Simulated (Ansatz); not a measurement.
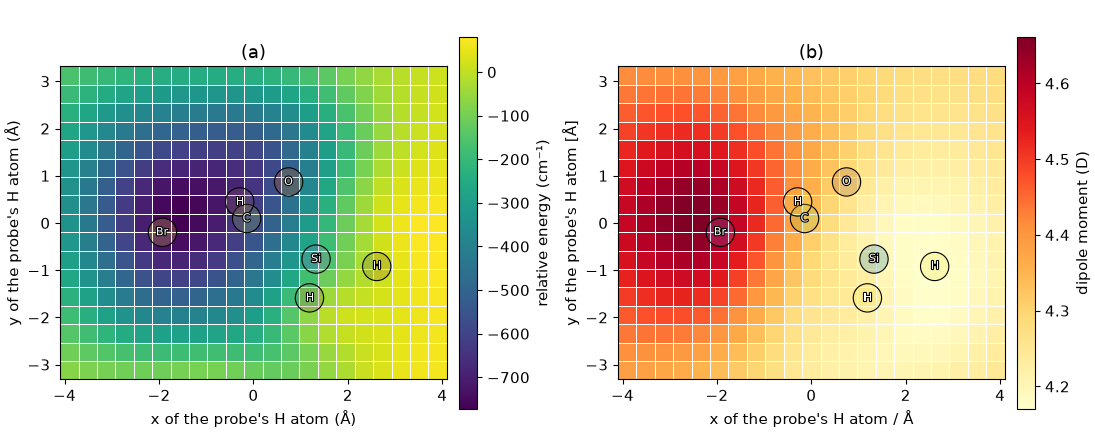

CH₃BrOSi (SMILES BrC1O[SiH2]1) with the probe H2O. The probe is moved over a plane parallel to the molecule's main plane, 3.46 Å above it. The first coordinate is: x of the probe's H atom; the second: y of the probe's H atom. Nothing is relaxed (molecule and probe rigid, the probe upright with H nearest the plane). The scan uses a 21 × 17 grid. Energies: cm⁻¹, counted from molecule and probe far apart, each relaxed in its own basis (no counterpoise correction). Theory: Ansatz 0.2.0, RKS PBE-D4/def2-SVP.

Panel (a) is the energy; panel (b) is the computed dipole moment, in D.

In the figure: one coloured cell a grid point, labelled circles for the molecule's atoms, projected on the plane.

> How does the dipole moment vary over the map, and what is it at the lowest grid point?

Leaving out the highest fifth of the energies, it runs from 4.17 D at x of the probe's H atom = 2.34 Å, y of the probe's H atom = −0.78 Å to 4.66 D at x of the probe's H atom = −2.73 Å, y of the probe's H atom = 0.00 Å. At the lowest grid point, x of the probe's H atom = −1.56 Å, y of the probe's H atom = 0.00 Å, it is 4.59 D.

```csv
"y of the probe's H atom ↓, x of the probe's H atom →",−3.90,−3.12,−2.34,−1.56,−0.78,0.00,0.78,1.56,2.34,3.12,3.90
3.12,4.42,4.41,4.40,4.38,4.36,4.33,4.31,4.29,4.28,4.28,4.28
2.34,4.46,4.48,4.47,4.44,4.40,4.35,4.31,4.28,4.26,4.26,4.27
1.56,4.52,4.56,4.56,4.51,4.44,4.37,4.31,4.26,4.24,4.24,4.25
0.78,4.57,4.63,4.64,4.57,4.46,4.36,4.28,4.22,4.20,4.21,4.23
0.00,4.58,4.64,4.66,4.59,4.45,4.33,4.24,4.20,4.18,4.19,4.22
−0.78,4.56,4.61,4.61,4.54,4.40,4.29,4.24,4.20,4.17,4.18,4.21
−1.56,4.50,4.53,4.52,4.45,4.35,4.27,4.24,4.21,4.17,4.18,4.21
−2.34,4.44,4.44,4.42,4.37,4.30,4.24,4.22,4.20,4.18,4.20,4.23
−3.12,4.39,4.38,4.35,4.32,4.27,4.24,4.22,4.21,4.21,4.22,4.25
```

The table holds every second grid line.
